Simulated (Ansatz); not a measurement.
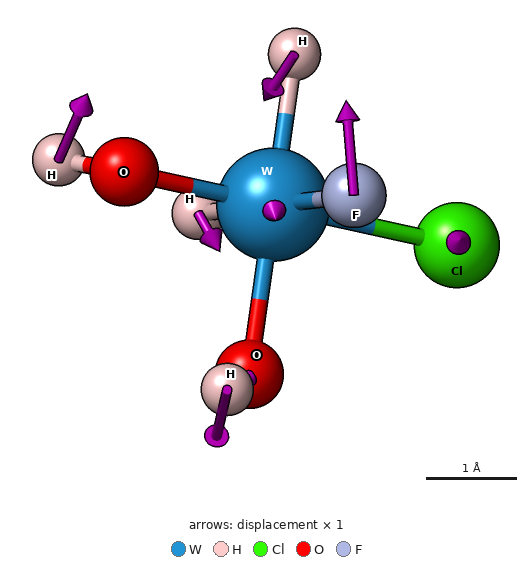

This is a relaxation of WH$_{4}$O$_{2}$ClF. The starting structure is drawn; purple arrows show the displacements, at their true length. The two geometries are superimposed by the best rigid fit.

The picture is a ball-and-stick view, seen from a free direction.

The run prepares the start of a later molecular dynamics calculation, from a guessed geometry.

The calculation used Ansatz 0.2.0, RKS PBE/def2-SVP. (no spin polarisation; force threshold 0.02 eV/Å; at most 40 steps)

What happened in the run?

Over 29 accepted moves (30 points after the start) the energy falls by 217.4 kJ/mol. Largest force component: 2 eV/Å at the start, 0.0057 eV/Å at the end. The line search rejected the trial step at point 17 of the run. The atom that moves furthest after the best rigid fit is an H atom (1.53 Å). Largest moves by element: H 1.53 Å, F 1.09 Å, Cl 0.47 Å, W 0.37 Å, O 0.25 Å. Some distances before and after: Cl–W 2.390 → 2.309 Å, F–W 1.850 → 1.931 Å, O–W 1.940 → 1.878 Å, O–W 1.940 → 1.903 Å. Bond angles that change, for instance: O–W–F 90.0° → 135.5°, O–W–H 180.0° → 143.0°, H–W–F 180.0° → 146.5°. The run took 91 s on 2 threads of Intel(R) Xeon(R) Platinum 8259CL CPU @ 2.50GHz (Skylake/Cascade Lake), on a shared host, peak memory 0.18 GiB.
